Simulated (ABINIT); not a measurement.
# NaF (Villiaumite): a self-consistent loop beyond G0W0, cycle by cycle, part 2 of 2

Aim: iterate the self-energy on NaF (Villiaumite) and follow the gap from cycle to cycle.

ABINIT 10.8.3; PBE and many-body steps on it, plane waves. Known limits of the many-body steps: not at the basis limit.

So far. Step 3 (Screening, 6×6×6 mesh, 190 bands, screening to 261.2 eV): Local fields lower ε∞ by 5 %. Step 4 (G0W0): The gap on the mesh goes from 6.39 eV to 10.63 eV, a correction of +4.24 eV.

The database entry behind the starting cell differs from later determinations by our own check (0.1 to 0.3 % short, probably kX units), so it need not match the best structure at ambient conditions.

## Step 5: evGW0, cycle 1

This step: evGW0 on PBE, plane waves, norm-conserving pseudopotentials.

Contents of run.abi:

```
acell 3*1.0 Angstrom
rprim 
  -0.000000000000 2.310000000000 2.310000000000
  2.310000000000 0.000000000000 2.310000000000
  2.310000000000 2.310000000000 0.000000000000
ntypat 2
znucl 11 9
natom 2
typat 1 2
xred 
  0.000000000000 0.000000000000 0.000000000000
  0.500000000000 0.500000000000 0.500000000000
pp_dirpath "pseudos"
pseudos "Na.upf, F.upf"
ecut 38
ngkpt 6 6 6
nshiftk 1
shiftk 0 0 0
kptopt 1
chksymbreak 0
istwfk *1
occopt 1
irdwfk 1
optdriver 4
nband 190
gwcalctyp 10
ecutsigx 38
symsigma 1
nkptgw 16
kptgw 
  0.0000000000 0.0000000000 0.0000000000
  0.1666666667 0.0000000000 0.0000000000
  0.3333333333 0.0000000000 0.0000000000
  0.5000000000 0.0000000000 0.0000000000
  0.1666666667 0.1666666667 0.0000000000
  0.3333333333 0.1666666667 0.0000000000
  0.5000000000 0.1666666667 0.0000000000
  -0.3333333333 0.1666666667 0.0000000000
  -0.1666666667 0.1666666667 0.0000000000
  0.3333333333 0.3333333333 0.0000000000
  0.5000000000 0.3333333333 0.0000000000
  -0.3333333333 0.3333333333 0.0000000000
  0.5000000000 0.5000000000 0.0000000000
  0.5000000000 0.3333333333 0.1666666667
  -0.3333333333 0.3333333333 0.1666666667
  -0.3333333333 0.5000000000 0.1666666667
bdgw 
  1 15
  1 15
  1 15
  1 15
  1 15
  1 15
  1 15
  1 15
  1 15
  1 15
  1 15
  1 15
  1 15
  1 15
  1 15
  1 15
ecuteps 9.6
irdscr 1
ppmodel 1
indata_prefix "in"
outdata_prefix "out"
tmpdata_prefix "tmp"
```

Run with:

```console
$ OMP_NUM_THREADS=1 mpirun -n 8 abinit run.abi > log
```

The log of the run:

```text
.Version 10.8.3 of ABINIT. v10.8.2 released Aug 2026.

 Symmetries : space group Fm -3 m (#225); Bravais cF (face-center cubic)
[... echo of the input left out ...]
== DATASET  1 ==================================================================
-   mpi_nproc: 8, omp_nthreads: 1 (-1 if OMP is not activated)

--- !DatasetInfo
iteration_state: {dtset: 1, }
dimensions: {natom: 2, nkpt: 16, mband: 190, nsppol: 1, nspinor: 1, nspden: 1, mpw: 1874, }
cutoff_energies: {ecut:  38.0, pawecutdg:  -1.0, }
electrons: {nelect:   1.60000000E+01, charge:   0.00000000E+00, occopt:   1.00000000E+00, tsmear:   1.00000000E-02, }

 SIGMA: Calculation of the GW corrections

 Based on a program developped by R.W. Godby, V. Olevano, G. Onida, and L. Reining.
 Incorporated in ABINIT by V. Olevano, G.-M. Rignanese, and M. Torrent.
.Using double precision arithmetic ; gwpc =  8

[... cell and pseudopotentials left out ...]
--------------------------------------------------------------------------------

 ==== K-mesh for the wavefunctions ====
 Number of points in the irreducible wedge :    16
[... list of points left out ...]
 Together with 48 symmetry operations and time-reversal symmetry
 yields   216 points in the full Brillouin Zone.

 ==== Q-mesh for screening function ====
 Number of points in the irreducible wedge :    16
[... list of points left out ...]
 Together with 48 symmetry operations and time-reversal symmetry
 yields   216 points in the full Brillouin Zone.

 vcoul_init : cutoff-mode = AUXILIARY_FUNCTION
 q-points for optical limit:   1
     1)      0.000010    0.000020    0.000030
 setmesh: FFT mesh size selected  =    36x   36x   36
          total number of points  =        46656

 Number of electrons calculated from density =   16.0000; Expected =   16.0000
[...]
QP_gap     :   17.723
Delta_QP_KS:    4.804
data: !SigmaeeData |
     Band     E_DFT   <VxcDFT>   E(N-1)  <Hhartree>   SigX  SigC[E(N-1)]    Z     dSigC/dE  Sig[E(N)]  DeltaE  E(N)_pert E(N)_diago
[...]
--- !SelfEnergy_ee
iteration_state: {dtset: 1, }
kpoint     : [  -0.333,    0.500,    0.167, ]
spin       : 1
KS_gap     :   13.814
QP_gap     :   18.900
Delta_QP_KS:    5.086
data: !SigmaeeData |
     Band     E_DFT   <VxcDFT>   E(N-1)  <Hhartree>   SigX  SigC[E(N-1)]    Z     dSigC/dE  Sig[E(N)]  DeltaE  E(N)_pert E(N)_diago
[...]
14    24.906   -10.874    24.906    35.780    -4.273    -3.810     0.872    -0.147    -8.439     2.435    27.340    27.101
       15    25.000    -8.141    25.000    33.141    -2.407    -3.633     0.880    -0.136    -6.291     1.850    26.850    27.697

 New Fermi energy :        3.159513E-02 Ha ,    8.597473E-01 eV
 New Exchange energy :    -1.103264E+01 Ha ,   -3.002135E+02 eV

 === QP Band Gaps ===
  >>>> For spin  1
   Minimum direct gap =  11.3959 [eV], located at k-point      :   0.0000  0.0000  0.0000
   Fundamental gap    =  11.3959 [eV], Top of valence bands at :   0.0000  0.0000  0.0000
                                       Bottom of conduction at :   0.0000  0.0000  0.0000

 writing QP data on file : out_QPS

 Convergence of QP corrections
 >>>>> For spin  1 <<<<<
.  kptgw no:  1; Maximum DeltaE = ( -44.643   0.780) for band index:  1
.  kptgw no:  2; Maximum DeltaE = ( -41.565  -1.218) for band index:  1
.  kptgw no:  3; Maximum DeltaE = ( -29.899  -0.855) for band index:  1
[...]
.  kptgw no: 15; Maximum DeltaE = ( -28.296  -0.670) for band index:  1
.  kptgw no: 16; Maximum DeltaE = ( -31.310  -0.711) for band index:  1

== END DATASET(S) ==============================================================
================================================================================

 -outvars: echo values of variables after computation  --------
           etotal      0.0000000000E+00
            nband         190
             nkpt          16
          spgroup         225
 [... the other variables as echoed above ...]

 Calculation completed.
```

The job ended after 19 min (8 MPI ranks of Arm Neoverse V2, shared host; peak memory 3.1 GiB).

This step gave:

```yaml
quasiparticle_gap_on_the_mesh: 11.40 eV
gap_of_the_density_functional_on_the_mesh: 6.390 eV
k_of_the_valence_top: 0, 0, 0
k_of_the_conduction_bottom: 0, 0, 0
z_at_the_valence_top: 0.823
z_at_the_conduction_bottom: 0.904
least_direct_quasiparticle_gap_on_the_computed_points: 11.40 eV
```

Against G0W0 in ABINIT (6×6×6 mesh, 190 bands, screening to 261.2 eV, Godby-Needs plasmon pole), the gap moves by +0.765 eV. This first cycle still uses the starting levels; it takes the full correction, at all points of the mesh, and its linearised value is 10.631 eV.

## Step 6: evGW0, cycle 2

The corrected levels of the last cycle go back in.

Changes to run.abi since step 5:

```diff
@@ -66,2 +66,3 @@
 ppmodel 1
+irdqps 1
 indata_prefix "in"
```

The log of the run:

```text
.Version 10.8.3 of ABINIT. v10.8.2 released Aug 2026.

 Symmetries : space group Fm -3 m (#225); Bravais cF (face-center cubic)
[... echo of the input left out ...]
== DATASET  1 ==================================================================
-   mpi_nproc: 8, omp_nthreads: 1 (-1 if OMP is not activated)

--- !DatasetInfo
iteration_state: {dtset: 1, }
dimensions: {natom: 2, nkpt: 16, mband: 190, nsppol: 1, nspinor: 1, nspden: 1, mpw: 1874, }
cutoff_energies: {ecut:  38.0, pawecutdg:  -1.0, }
[...]
.  kptgw no:  3; Maximum DeltaE = (  -0.332  -0.863) for band index:  1
[...]
.  kptgw no: 15; Maximum DeltaE = (   0.981  -0.038) for band index:  2
.  kptgw no: 16; Maximum DeltaE = (   1.048  -0.007) for band index:  4

== END DATASET(S) ==============================================================
================================================================================

 -outvars: echo values of variables after computation  --------
           etotal      0.0000000000E+00
            nband         190
             nkpt          16
          spgroup         225
 [... the other variables as echoed above ...]

 Calculation completed.
```

The job ended after 19 min (8 MPI ranks; peak memory 3.1 GiB).

Numbers from this step:

| Quantity | Value |
| --- | --- |
| quasiparticle gap on the mesh | 11.29 eV |
| gap of the density functional on the mesh | 6.390 eV |
| k of the valence top | 0, 0, 0 |
| k of the conduction bottom | 0, 0, 0 |
| least direct quasiparticle gap on the computed points | 11.29 eV |

Against the cycle before, the gap moves by −0.111 eV.

## Step 7: Side by side

Times are wall times on 8 MPI ranks of Arm Neoverse V2, shared host, good to a factor of about two. A run's time includes the screening step that it read.

```
           run   mesh  bands  screening cutoff (eV)  DFT gap (eV)  gap on the mesh (eV)  direct (eV)  ε∞ used    time
          G0W0  6×6×6    190                  261.2         6.390                10.631       10.631     1.80    90 s
evGW0, cycle 1  6×6×6    190                  261.2         6.390                11.396       11.396     1.80  21 min
evGW0, cycle 2  6×6×6    190                  261.2         6.390                11.285       11.285     1.80  21 min
```

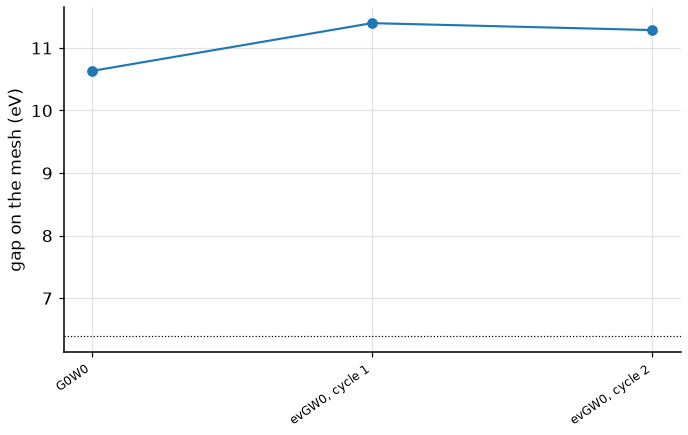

The gap through the cycles; the dotted line is the starting gap.

## Step 8: Outcome

- G0W0: 10.631 eV
- evGW0, cycle 1: 11.396 eV
- evGW0, cycle 2: 11.285 eV
- known limits: not at the basis limit

What this shows: Only the bands that the input lists are updated; the others, empty or deep, keep the functional's energies or take a rigid shift. evGW0 ends at 11.29 eV, +0.65 eV from G0W0, after 2 cycles that took 39 min beside the first screening; the last moved the gap by 0.111 eV, so the loop had not settled. The first cycle of evGW0 takes the full correction, without the factor Z, so it overshoots the one-shot value. Bands and cutoff are finite, so the gap is not at the basis limit. The miss can reach some tenths of an eV and take either sign; the mesh is an error of its own.

[Paths, hosts, dates, memory and timing lines, banners, echoed tables and standing remarks are left out of the program output.]

[Logs are printed without paths, hosts, clocks, repeated set-up lines and the standing remarks that a program may print on its own settings, such as how far it seeks lower states.]

[Runs of the session that timed out or met a known fault of the program may be left out.]

[Hosts, paths, dates, database ids (printed as entryN), source tags and the programs' standing remarks are cut or masked in the printed files.]

[G0W0 gaps are taken among the corrected bands and points alone; a level outside them can change the order at an edge.]

[Where Ansatz stands beside ABINIT at settings called matched, ABINIT's density can come from a denser mesh and the files from another edition; pairs whose starting gaps differed by over 0.03 eV were left out, so agreement reads better than it is.]
